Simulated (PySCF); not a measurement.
# C4H13BOSi2: NMR shielding calculation

The run: NMR shielding calculation of C4H13BOSi2, SMILES CBC1([SiH2]O[SiH3])CC1. Method and program: GIAO PBE0/pcSseg-1 NMR shielding, non-relativistic, gas phase (PySCF 2.14.0).

The geometry comes from this level: GFN2-xTB. It belongs to a series of runs on one base structure; here: S replaced by O. Figures and captions count atoms from 1; the log counts them from 0 in places.

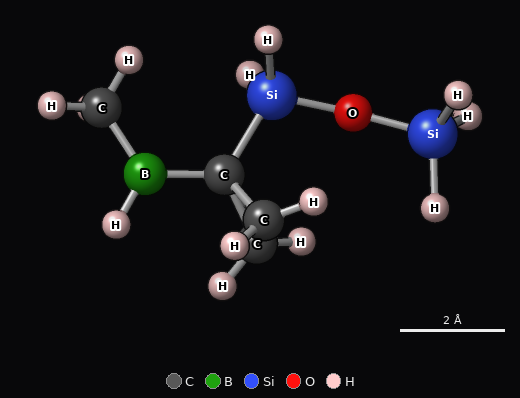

*The input geometry (ball-and-stick view, seen at a tilt).*

Bond lengths as drawn: B–C 1.55 to 1.57 Å, B–H 1.18 Å, C–C 1.47 to 1.53 Å, C–H 1.08 to 1.09 Å, C–Si 1.89 Å, H–Si 1.46 to 1.47 Å and O–Si 1.62 Å.

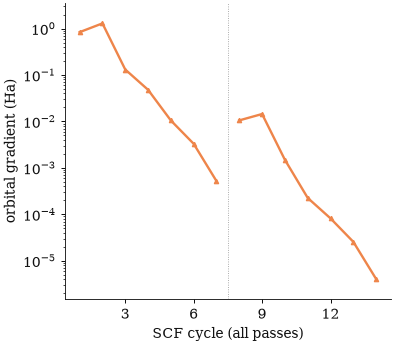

*Convergence of the self-consistent field: orbital gradient against the SCF cycle. The dotted line marks the change from a coarse to the final integration grid.*

The first 7 cycles use a coarse grid, the final grid takes over at cycle 8, and the field converges after 14 cycles in all.

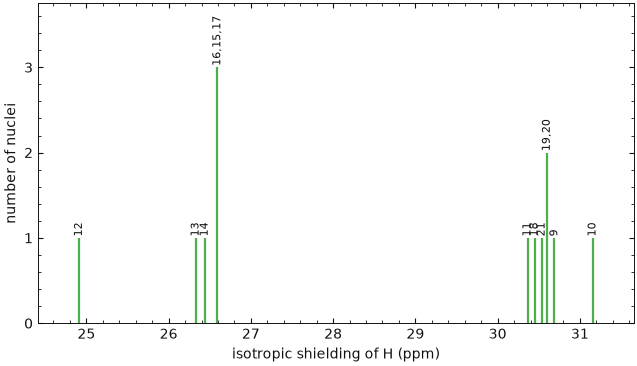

*Isotropic shieldings of the hydrogen nuclei in this fixed geometry, labelled by atom number; shielding grows to the right, so chemical shift grows to the left.*

The least shielded is H12 (24.9 ppm), the most shielded H10 (31.2 ppm).

These pictures come from the run below.

Input file
```
{"job": {"kind": "nmr", "xc": "PBE0", "basis": "pcSseg-1"}, "charge": 0, "multiplicity": 1}
C     -2.873481     1.154309     0.671537
B     -2.199044    -0.216003     0.295516
C     -0.668441    -0.329127     0.093031
Si     0.439203     1.190511     0.285379
O      1.968305     0.814908    -0.113424
Si     3.446543     0.167014    -0.175214
C     -0.198685    -1.350112    -0.944099
C     -0.027044    -1.660819     0.487111
H     -2.238167     1.795838     1.276930
H     -3.065000     1.701289    -0.252717
H     -3.834017     1.050231     1.171319
H     -2.872836    -1.164994     0.125865
H      0.485725     1.644548     1.678546
H      0.087471     2.247796    -0.663726
H      4.187141     1.003094    -1.115469
H      4.011291     0.196726     1.173506
H      3.314398    -1.211352    -0.653332
H      0.676427    -1.096831    -1.524035
H     -0.954325    -1.882023    -1.503848
H      0.968338    -1.626914     0.906478
H     -0.662721    -2.411146     0.934877
```

The first line tells a small driver script what to run in PySCF; the rest is the geometry in Å.

Launch command:
```bash
OMP_NUM_THREADS=1 python <driver script> task.json out
```

The program's output
```
coarse grid: 17824 points
cycle   1  E = -838.5460577968  dE =  8.277e-01  |g| = 8.357e-01  |ddm| = 4.037e+00
cycle   2  E = -838.3603608519  dE =  1.857e-01  |g| = 1.291e+00  |ddm| = 1.746e+00
cycle   3  E = -838.6783333649  dE = -3.180e-01  |g| = 1.311e-01  |ddm| = 1.236e+00
cycle   4  E = -838.6815474012  dE = -3.214e-03  |g| = 4.799e-02  |ddm| = 1.551e-01
cycle   5  E = -838.6821009676  dE = -5.536e-04  |g| = 1.048e-02  |ddm| = 5.007e-02
cycle   6  E = -838.6821242340  dE = -2.327e-05  |g| = 3.302e-03  |ddm| = 1.353e-02
cycle   7  E = -838.6821268892  dE = -2.655e-06  |g| = 5.196e-04  |ddm| = 3.134e-03
final grid: 160936 points
cycle   8  E = -838.7371585208  dE = -4.073e-05  |g| = 1.053e-02  |ddm| = 2.999e-02
cycle   9  E = -838.7371389102  dE =  1.961e-05  |g| = 1.444e-02  |ddm| = 2.007e-02
cycle  10  E = -838.7371832909  dE = -4.438e-05  |g| = 1.492e-03  |ddm| = 1.176e-02
cycle  11  E = -838.7371837337  dE = -4.428e-07  |g| = 2.256e-04  |ddm| = 1.242e-03
cycle  12  E = -838.7371837425  dE = -8.806e-09  |g| = 8.177e-05  |ddm| = 2.568e-04
cycle  13  E = -838.7371837440  dE = -1.478e-09  |g| = 2.557e-05  |ddm| = 9.546e-05
cycle  14  E = -838.7371837442  dE = -1.526e-10  |g| = 4.052e-06  |ddm| = 2.503e-05
converged SCF energy = -838.7371837442

GIAO shielding tensors (ppm)
atom      isotropic    diamagn.    paramagn.     s11        s22        s33       span
  0 C      173.559     253.988     -80.429    148.254    180.274    192.149     43.896
  1 B       13.741     190.467    -176.726    -62.389     -6.207    109.819    172.208
  2 C      171.872     263.415     -91.543    112.365    178.694    224.556    112.191
  3 Si     374.564     882.404    -507.839    330.890    382.823    409.981     79.091
  4 O      336.989     399.866     -62.877    255.729    365.274    389.965    134.237
  5 Si     392.571     880.151    -487.580    352.611    358.446    466.656    114.045
  6 C      172.707     253.259     -80.552    145.715    177.495    194.911     49.196
  7 C      173.277     253.830     -80.553    148.067    177.365    194.398     46.331
  8 H       30.691      32.760      -2.069     26.007     32.118     33.948      7.942
  9 H       31.155      30.505       0.650     26.671     30.094     36.700     10.029
 10 H       30.363      28.371       1.992     26.632     27.784     36.674     10.042
 11 H       24.910      31.296      -6.385     19.259     26.211     29.262     10.003
 12 H       26.329      31.454      -5.125     22.185     25.587     31.215      9.029
 13 H       26.440      31.709      -5.269     21.984     25.872     31.464      9.480
 14 H       26.586      28.343      -1.757     22.853     24.579     32.326      9.473
 15 H       26.584      28.986      -2.402     23.340     24.546     31.867      8.526
 16 H       26.609      30.213      -3.604     22.153     26.789     30.886      8.733
 17 H       30.449      34.071      -3.622     23.900     28.985     38.463     14.562
 18 H       30.587      32.529      -1.942     24.462     26.649     40.650     16.188
 19 H       30.612      34.156      -3.545     24.182     28.951     38.701     14.520
 20 H       30.536      32.424      -1.887     24.393     26.613     40.602     16.210
```

Key numbers

```tsv
quantity	value
outcome	converged
total energy	−838.737184 hartree
HOMO	−7.80 eV
LUMO	−0.79 eV
dipole moment	0.66 D
isotropic shielding, C	171.9 to 173.6 ppm
isotropic shielding, B	13.7 ppm
isotropic shielding, Si	374.6 to 392.6 ppm
isotropic shielding, O	337.0 ppm
isotropic shielding, H	24.9 to 31.2 ppm
hardware	1 CPU thread, shared host
wall time	33 s
peak memory	0.88 GiB
```
